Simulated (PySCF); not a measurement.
# C₄H₄FN: NMR shifts at several levels of theory, part 1 of 2

Aim: compute the NMR shifts of C₄H₄FN (`C/C=C(/F)C#N`) at several levels, and see how far they spread and what each costs.

Computed with PySCF 2.14.0, with density-fitted response routines of our own, on a single molecule in the gas phase. Atoms are numbered from 0 throughout.

## 1. The starting structure

10 atoms, charge 0, multiplicity 1; geometry from: GFN2-xTB.

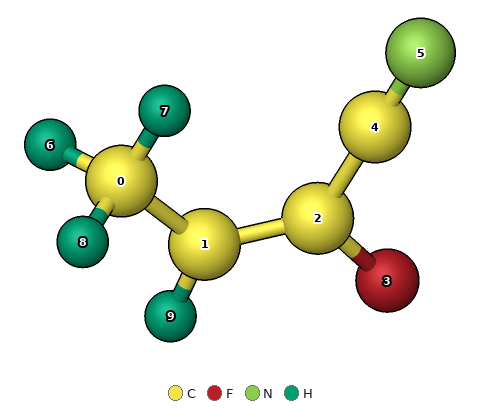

As it starts; carbon yellow, fluorine red, nitrogen green, hydrogen teal, atoms numbered; sticks join atoms by distance.

## 2. Optimising the geometry at PBE0-D3(BJ)/def2-SVP

Job settings and geometry (Å):

```
{"job": {"xc": "PBE0", "basis": "def2-SVP", "d3": "d3bj", "grid": 1, "kind": "geom"}, "charge": 0, "multiplicity": 1}
C     -1.317639    -0.087001     0.006956
C     -0.013076    -0.773848    -0.163862
C      1.171645    -0.171754    -0.062514
F      2.315312    -0.874431    -0.232899
C      1.358838     1.203772     0.220900
N      1.498648     2.317442     0.450745
H     -1.911910    -0.193093    -0.900408
H     -1.185965     0.969524     0.226096
H     -1.877223    -0.553675     0.817418
H     -0.029747    -1.832283    -0.384961
```

The log of the run:

```text
step   0  E = -308.80688115  max force = 0.033597
step   1  E = -308.80800675  max force = 0.004997
step   2  E = -308.80828376  max force = 0.004497
step   3  E = -308.80840522  max force = 0.001163
step   4  E = -308.80839669  max force = 0.001538
step   5  E = -308.80841456  max force = 0.000644
step   6  E = -308.80842155  max force = 0.000159
optimisation converged
```

Run time: 20 s. Hardware: 1 thread, shared host.

Relaxation path:

| step | energy from step 0 (eV) | largest force component (eV/Å) |
| --- | --- | --- |
| 0 | 0.0000 | 1.7276 |
| 1 | -0.0306 | 0.2570 |
| 2 | -0.0382 | 0.2312 |
| 3 | -0.0415 | 0.0598 |
| 4 | -0.0412 | 0.0791 |
| 5 | -0.0417 | 0.0331 |
| 6 | -0.0419 | 0.0082 |

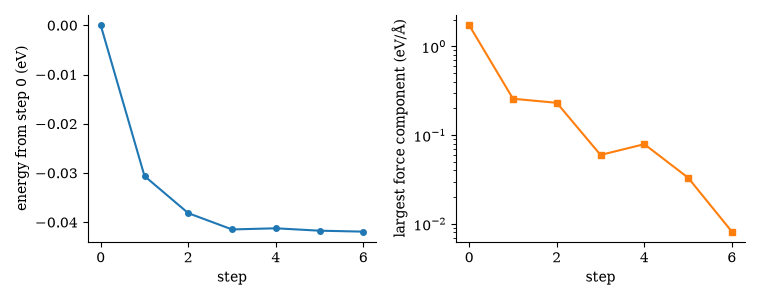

Energy and force, step by step.

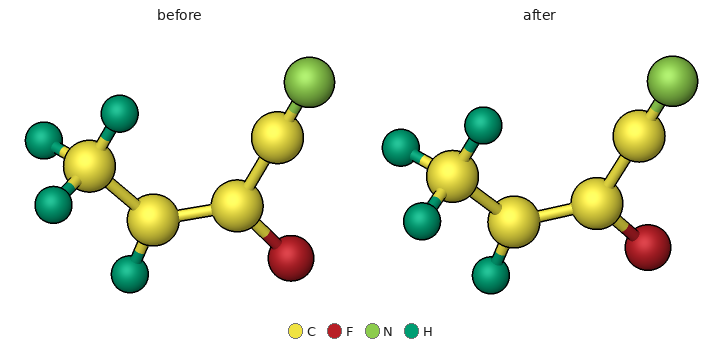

Before and after, at one scale.

Distances of close pairs at the start and the end, largest changes first:

| bond | before (Å) | after (Å) | change (Å) |
| --- | --- | --- | --- |
| C2–F3 | 1.353 | 1.332 | -0.021 |
| C2–C4 | 1.417 | 1.433 | +0.017 |
| C1–H9 | 1.081 | 1.095 | +0.014 |
| C4–N5 | 1.146 | 1.159 | +0.013 |
| C0–H6 | 1.090 | 1.102 | +0.012 |
| C0–H8 | 1.090 | 1.102 | +0.012 |
| C0–H7 | 1.087 | 1.099 | +0.012 |
| C1–C2 | 1.333 | 1.337 | +0.004 |

The final coordinates are the input of the step that follows.

| at the end point | value |
| --- | --- |
| point group (found at 0.08 Å tolerance) | Cs |
| rotational constants (GHz, main isotopes) | 4.447, 3.383, 1.945 |
| dipole moment (D) | 3.71 |

## 3. NMR shieldings: WP04/pcSseg-2

Job settings and geometry (Å):

```
{"job": {"kind": "nmr", "xc": "WP04", "basis": "pcSseg-2", "pop": false}, "charge": 0, "multiplicity": 1}
C     -1.220088    -0.108884     0.232675
C      0.060891    -0.754455    -0.157146
C      1.249739    -0.144691    -0.211631
F      2.356919    -0.792813    -0.570849
C      1.461150     1.238042     0.101418
N      1.620840     2.357909     0.354113
H     -1.945943    -0.160397    -0.595096
H     -1.087274     0.945954     0.510392
H     -1.674459    -0.638627     1.085269
H      0.058581    -1.815443    -0.428255
```

Level: GIAO WP04/pcSseg-2 NMR shielding, non-relativistic, gas phase.

The log of the run:

```text
coarse grid: 8976 points
cycle   1  E = -315.9915028903  dE =  7.338e-01  |g| = 9.512e-01  |ddm| = 2.375e+00
cycle   2  E = -315.4391193229  dE =  5.524e-01  |g| = 1.886e+00  |ddm| = 1.556e+00
cycle   3  E = -316.1025507807  dE = -6.634e-01  |g| = 4.716e-01  |ddm| = 1.192e+00
cycle   4  E = -316.1501096651  dE = -4.756e-02  |g| = 1.137e-01  |ddm| = 3.008e-01
cycle   5  E = -316.1521662552  dE = -2.057e-03  |g| = 4.571e-02  |ddm| = 1.002e-01
cycle   6  E = -316.1526154084  dE = -4.492e-04  |g| = 1.278e-02  |ddm| = 3.793e-02
cycle   7  E = -316.1526474392  dE = -3.203e-05  |g| = 5.204e-03  |ddm| = 1.081e-02
cycle   8  E = -316.1526537160  dE = -6.277e-06  |g| = 9.939e-04  |ddm| = 3.703e-03
final grid: 88920 points
cycle   9  E = -316.1632631059  dE = -1.172e-04  |g| = 7.815e-03  |ddm| = 4.979e-02
cycle  10  E = -316.1632443928  dE =  1.871e-05  |g| = 1.219e-02  |ddm| = 1.162e-02
cycle  11  E = -316.1632749218  dE = -3.053e-05  |g| = 2.732e-03  |ddm| = 7.705e-03
cycle  12  E = -316.1632764630  dE = -1.541e-06  |g| = 9.385e-04  |ddm| = 2.179e-03
cycle  13  E = -316.1632765721  dE = -1.091e-07  |g| = 6.096e-04  |ddm| = 7.569e-04
cycle  14  E = -316.1632766464  dE = -7.428e-08  |g| = 1.700e-04  |ddm| = 3.776e-04
cycle  15  E = -316.1632766521  dE = -5.654e-09  |g| = 3.872e-05  |ddm| = 1.090e-04
cycle  16  E = -316.1632766524  dE = -3.537e-10  |g| = 7.722e-06  |ddm| = 3.067e-05
converged SCF energy = -316.1632766524

GIAO shielding tensors (ppm)
atom      isotropic    diamagn.    paramagn.     s11        s22        s33       span
  0 C      155.637     241.637     -86.000    142.224    156.006    168.681     26.457
  1 C       35.372     255.971    -220.599    -76.724     39.194    143.646    220.370
  2 C       25.468     253.207    -227.739    -65.612     65.243     76.772    142.384
  3 F      300.492     468.730    -168.238    249.656    318.356    333.464     83.808
  4 C       56.382     262.105    -205.723    -59.231    -59.011    287.389    346.620
  5 N      -73.225     329.105    -402.330   -241.172   -197.887    219.383    460.555
  6 H       29.758      29.559       0.199     26.238     27.306     35.729      9.491
  7 H       29.350      32.044      -2.695     25.483     29.572     32.994      7.511
  8 H       29.772      29.397       0.375     26.236     27.342     35.736      9.500
  9 H       25.555      30.818      -5.263     23.784     24.277     28.603      4.819
```

Run time: 24 s. Hardware: 1 thread, shared host.

Shifts follow as δ = σ(reference) − σ, with reference shieldings (ppm) from runs at the same level and on the same kind of geometry: ¹H TMS 31.61, ¹³C TMS 172.1, ¹⁹F CFCl3 177.3, ¹⁵N NH3 244.7. The references are single molecules in the gas phase, so shifts against H2O, NH3, PH3, H3PO4 or CFCl3 are not on the usual liquid scales and can be off by tens of ppm. Atoms listed in one row are averaged.

| atoms | environment | σ (ppm) | δ (ppm) |
| --- | --- | --- | --- |
| C2 | fully substituted alkene carbon | 25.5 | 146.6 |
| C1 | alkene CH | 35.4 | 136.7 |
| C4 | nitrile carbon | 56.4 | 115.7 |
| C0 | allylic methyl carbon | 155.6 | 16.5 |
| H9 | hydrogen on an alkene CH | 25.55 | 6.06 |
| H6, H7, H8 | hydrogen on an allylic methyl carbon | 29.63 | 1.98 |
| F3 | vinylic fluorine | 300.5 | -123.2 |
| N5 | nitrile nitrogen | -73.2 | 317.9 |

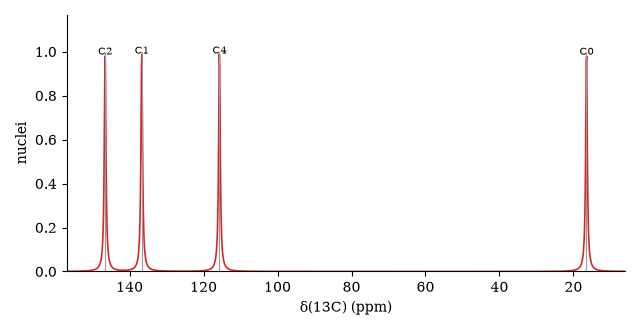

¹³C lines at the computed shifts, without couplings. Lines are broadened to a width of 0.52 ppm (Lorentzian).

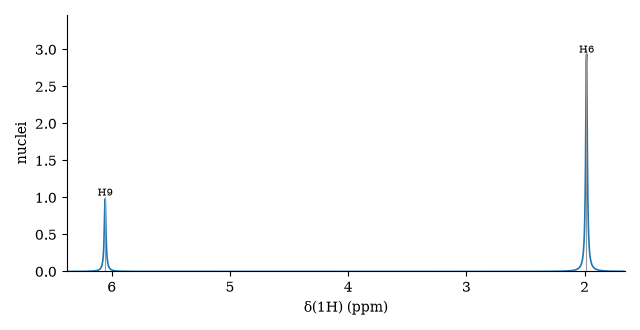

¹H lines at the computed shifts, without couplings. Lines are broadened to a width of 0.02 ppm (Lorentzian).

## 4. NMR shieldings: B97-2/pcSseg-2

The job, as its differences from that of step 3:

```diff
@@ -1,2 +1,2 @@
-{"job": {"kind": "nmr", "xc": "WP04", "basis": "pcSseg-2", "pop": false}, "charge": 0, "multiplicity": 1}
+{"job": {"kind": "nmr", "xc": "B97-2", "basis": "pcSseg-2", "pop": false}, "charge": 0, "multiplicity": 1}
 C     -1.220088    -0.108884     0.232675
```

Method: GIAO B97-2/pcSseg-2 NMR shielding, non-relativistic, gas phase.

The log of the run:

```text
coarse grid: 8976 points
cycle   1  E = -309.3131073404  dE =  7.596e-01  |g| = 6.403e-01  |ddm| = 2.370e+00
cycle   2  E = -309.0678773986  dE =  2.452e-01  |g| = 1.264e+00  |ddm| = 1.079e+00
cycle   3  E = -309.3809292822  dE = -3.131e-01  |g| = 2.329e-01  |ddm| = 7.977e-01
cycle   4  E = -309.3915072514  dE = -1.058e-02  |g| = 7.015e-02  |ddm| = 1.706e-01
cycle   5  E = -309.3924324076  dE = -9.252e-04  |g| = 1.897e-02  |ddm| = 5.703e-02
cycle   6  E = -309.3925161913  dE = -8.378e-05  |g| = 6.079e-03  |ddm| = 1.891e-02
cycle   7  E = -309.3925232366  dE = -7.045e-06  |g| = 2.360e-03  |ddm| = 5.099e-03
final grid: 88920 points
cycle   8  E = -309.3923454365  dE = -8.038e-05  |g| = 8.685e-03  |ddm| = 6.190e-02
cycle   9  E = -309.3923214664  dE =  2.397e-05  |g| = 1.432e-02  |ddm| = 1.405e-02
cycle  10  E = -309.3923569386  dE = -3.547e-05  |g| = 1.349e-03  |ddm| = 9.395e-03
cycle  11  E = -309.3923573073  dE = -3.687e-07  |g| = 5.708e-04  |ddm| = 1.040e-03
cycle  12  E = -309.3923573524  dE = -4.509e-08  |g| = 2.910e-04  |ddm| = 3.949e-04
cycle  13  E = -309.3923573726  dE = -2.019e-08  |g| = 5.349e-05  |ddm| = 2.053e-04
cycle  14  E = -309.3923573732  dE = -6.232e-10  |g| = 9.711e-06  |ddm| = 3.681e-05
converged SCF energy = -309.3923573732

GIAO shielding tensors (ppm)
atom      isotropic    diamagn.    paramagn.     s11        s22        s33       span
  0 C      168.467     241.421     -72.954    155.553    168.974    180.873     25.320
  1 C       51.292     258.003    -206.711    -58.985     57.933    154.929    213.914
  2 C       40.410     250.930    -210.520    -50.070     77.567     93.733    143.803
  3 F      301.438     465.632    -164.193    250.138    311.409    342.769     92.631
  4 C       66.353     264.070    -197.716    -46.012    -44.455    289.527    335.539
  5 N      -62.170     334.075    -396.245   -225.725   -181.167    220.383    446.109
  6 H       29.519      28.988       0.531     25.678     26.908     35.971     10.293
  7 H       29.089      31.548      -2.459     25.052     29.230     32.986      7.934
  8 H       29.533      28.836       0.697     25.681     26.944     35.974     10.293
  9 H       25.144      31.149      -6.006     23.534     23.811     28.086      4.552
```

Wall time 23 s (1 thread, shared host).

This run: δ C2 143.1, C1 132.2, C4 117.1, C0 15.0, H9 6.22, H6 1.98 ppm (means over like atoms).

## 5. Nuclear shieldings: BHandHLYP/pcSseg-2

The job, as its differences from that of step 4:

```diff
@@ -1,2 +1,2 @@
-{"job": {"kind": "nmr", "xc": "B97-2", "basis": "pcSseg-2", "pop": false}, "charge": 0, "multiplicity": 1}
+{"job": {"kind": "nmr", "xc": "BHandHLYP", "basis": "pcSseg-2", "pop": false}, "charge": 0, "multiplicity": 1}
 C     -1.220088    -0.108884     0.232675
```

Method: GIAO BHandHLYP/pcSseg-2 NMR shielding, non-relativistic, gas phase.

The log of the run:

```text
coarse grid: 8976 points
cycle   1  E = -309.2351313148  dE =  9.102e-01  |g| = 6.497e-01  |ddm| = 2.339e+00
cycle   2  E = -309.1304469389  dE =  1.047e-01  |g| = 9.930e-01  |ddm| = 8.549e-01
cycle   3  E = -309.3226679002  dE = -1.922e-01  |g| = 1.209e-01  |ddm| = 5.813e-01
cycle   4  E = -309.3249065363  dE = -2.239e-03  |g| = 6.579e-02  |ddm| = 9.896e-02
cycle   5  E = -309.3257101402  dE = -8.036e-04  |g| = 7.381e-03  |ddm| = 4.349e-02
cycle   6  E = -309.3257213300  dE = -1.119e-05  |g| = 2.038e-03  |ddm| = 7.233e-03
cycle   7  E = -309.3257224182  dE = -1.088e-06  |g| = 6.978e-04  |ddm| = 2.224e-03
final grid: 88920 points
cycle   8  E = -309.3321810316  dE = -2.787e-05  |g| = 2.716e-03  |ddm| = 2.355e-02
cycle   9  E = -309.3321812812  dE = -2.496e-07  |g| = 2.591e-03  |ddm| = 3.084e-03
cycle  10  E = -309.3321825021  dE = -1.221e-06  |g| = 4.694e-04  |ddm| = 1.500e-03
cycle  11  E = -309.3321825296  dE = -2.750e-08  |g| = 2.737e-04  |ddm| = 4.165e-04
cycle  12  E = -309.3321825434  dE = -1.374e-08  |g| = 9.095e-05  |ddm| = 2.051e-04
cycle  13  E = -309.3321825451  dE = -1.740e-09  |g| = 1.834e-05  |ddm| = 6.153e-05
cycle  14  E = -309.3321825452  dE = -9.396e-11  |g| = 6.278e-06  |ddm| = 1.768e-05
converged SCF energy = -309.3321825452

GIAO shielding tensors (ppm)
atom      isotropic    diamagn.    paramagn.     s11        s22        s33       span
  0 C      170.358     237.383     -67.025    158.501    170.208    182.365     23.864
  1 C       46.706     255.933    -209.227    -72.339     55.782    156.675    229.014
  2 C       38.682     248.900    -210.218    -63.642     81.557     98.129    161.771
  3 F      324.131     465.975    -141.844    283.374    336.403    352.616     69.242
  4 C       65.907     264.046    -198.139    -52.141    -50.387    300.249    352.390
  5 N      -74.012     331.574    -405.586   -243.418   -194.358    215.739    459.157
  6 H       29.606      28.994       0.612     25.717     26.905     36.195     10.478
  7 H       29.144      30.953      -1.809     24.922     29.292     33.217      8.295
  8 H       29.620      28.897       0.722     25.718     26.936     36.205     10.487
  9 H       25.097      31.010      -5.913     23.392     23.640     28.258      4.866
```

Wall time 23 s (1 thread, shared host).

This run: δ C2 145.6, C1 137.6, C4 118.4, C0 13.9, H9 6.35, H6 1.99 ppm (means over like atoms).

(Continued in part 2 of 2.)
